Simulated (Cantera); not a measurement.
A closed system holds: 1 mol HI, 4.5 mol O2, 0.36 mol N2, 0.86 mol H2, equilibrated at 2.10 mbar.

Cantera equilibrium calculation (NASA polynomials, part measured and part estimated; ideal gas, pure solids and liquids). Candidate condensed phases: H2O, I2; 27 gas species. The numbers say what is thermodynamically allowed, not how fast it happens.

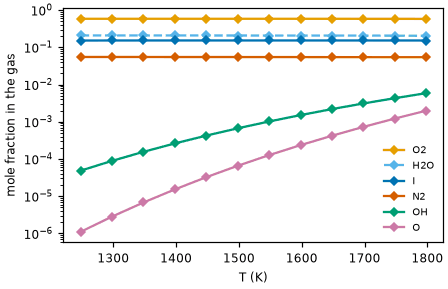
Figure. Equilibrium gas composition (values under 1e-9 drawn at 1e-9)

From 1248 K to 1798 K nothing is condensed.
